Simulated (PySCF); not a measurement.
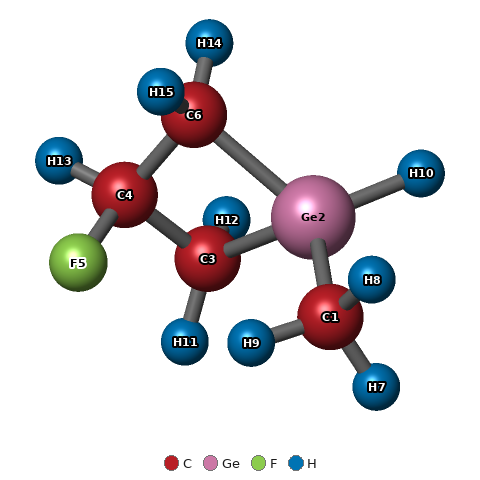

Structure of C₄H₉FGe, SMILES [CH3][Ge@H]1[CH2][C@@H](F)[CH2]1, singlet.

Kohn-Sham orbital energies near the frontier, B3LYP/def2-SVPD, PySCF 2.14.0, at a PBE0-D3(BJ)/def2-SVP geometry (no frequency check), isolated molecule; empty levels in grey, levels within 0.03 eV side by side.

> Where do the frontier orbitals lie?

HOMO at −7.61 eV, LUMO at 0.29 eV, 7.91 eV apart.

> List the levels with the atoms that carry most of them (a dash for levels above zero or within 0.03 eV of another, where shares mean little).

```tsv
orbital	energy (eV)	Löwdin shares
LUMO+1	0.35	–
LUMO	0.29	–
HOMO	−7.61	Ge2 17 %, C4 16 %, C3/C6 15 % each
HOMO−1	−7.67	C6/C3 28 % each, Ge2 22 %
HOMO−2	−8.62	C1 29 %, Ge2 28 %, H10 21 %
```

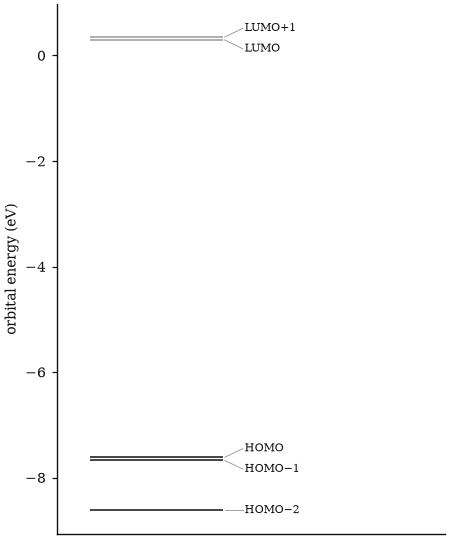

Caveats: one conformer of a flexible molecule; empty levels above zero depend strongly on the basis.
